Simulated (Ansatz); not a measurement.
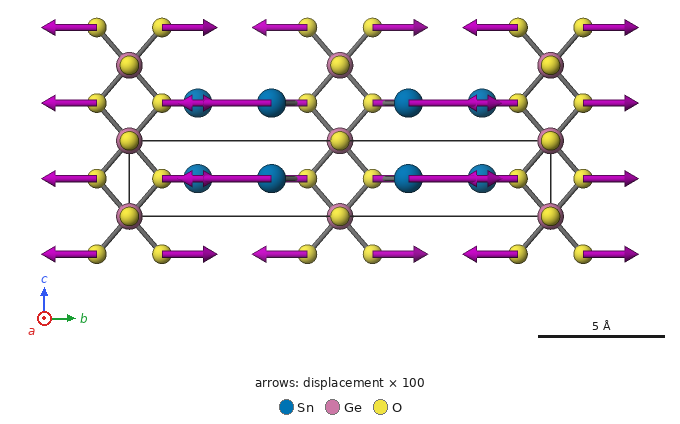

This is a relaxation of a crystal of Sn₂GeO₃ (a generated structure, set up in Cmmm). The starting structure is drawn; purple arrows show the displacements (the part carried along by the change of the cell is left out), magnified 100 times.

A ball-and-stick model of the conventional cell (2 times the calculation's cell), repeated 1 × 1 × 2 with one cell outlined, seen along the a axis. Lengths and directions refer to the drawn axes.

These are results of DFT PBE, scalar-relativistic, plane waves, PAW in Ansatz 0.2.0, not measurements. Set-up: plane-wave cutoff 420 eV; k-point mesh 10 × 10 × 12; occupations gaussian; smearing width 0.1 eV; no spin polarisation; cell relaxed at fixed volume; force threshold 0.01 eV/Å; at most 30 steps.

Which element moves most?

Answer. Tin: up to 0.038 Å, against 0.022 Å for oxygen.

What happened in the run?

Answer. The energy falls by 2.1 meV per atom in 4 accepted moves (5 points after the start). Largest force component: 0.25 eV/Å at the start, 0.0059 eV/Å at the end. The pressure goes from 3.67 to 2.21 GPa. At 1 point the geometry stayed and the basis and grid were re-selected for the new cell (energy shift of less than 0.05 meV per atom at most each time). The largest moves relative to the cell, 0.038 Å, are those of Sn atoms. By element the largest moves are Sn 0.038 Å, O 0.022 Å. Ge stays in place. The drawn cell changes at constant volume: a 3.601 → 3.630 Å (+0.8 %), b 16.811 → 16.649 Å (−1.0 %), c 3.016 → 3.021 Å (+0.2 %). Among the contacts that change: Ge–O 1.801 → 1.815 Å, O–Sn 2.300 → 2.312 Å, Ge–O 1.991 → 1.999 Å. The space group stays Cmmm (No. 65). Cost: 73 s on 1 thread of AMD EPYC 9R45 96-Core Processor (Zen 5), on a shared host, peak memory 0.81 GiB.
